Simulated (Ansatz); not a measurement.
NiSi: response to strain

Base system: NiSi (space group Pnma, No. 62; a = 5.105 Å, b = 3.360 Å, c = 5.504 Å; non-magnetic). Axes: x, y, z lie along a, b, c of the conventional cell.

Strains are applied to the cell and any free atomic positions relax; under biaxial strain the out-of-plane vector relaxes too.

Calculations: PBEsol in Ansatz (plane waves to 420 eV, PAW, no spin-orbit coupling).

Notes on the quantities. pressure: mean of the normal stresses, compression positive.

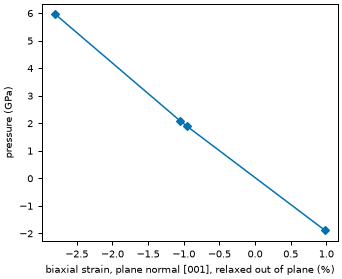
Pressure against biaxial strain, plane normal [001], relaxed out of plane

| biaxial strain, plane normal [001], relaxed out of plane (%) | pressure |
|---|---|
| -2.8 | 6.0 GPa |
| -1.05 | 2.1 GPa |
| -0.95 | 1.9 GPa |
| 0.98 | -1.9 GPa |

Without a gap, meshes like the base's 9×14×9 leave anisotropic stresses uncertain by several tenths of a GPa, and small strain energies with them. No phonon test of stability was made. Seeded moments were not kept for the base. The final runs are not spin-polarised.

Ansatz is an electronic-structure program.
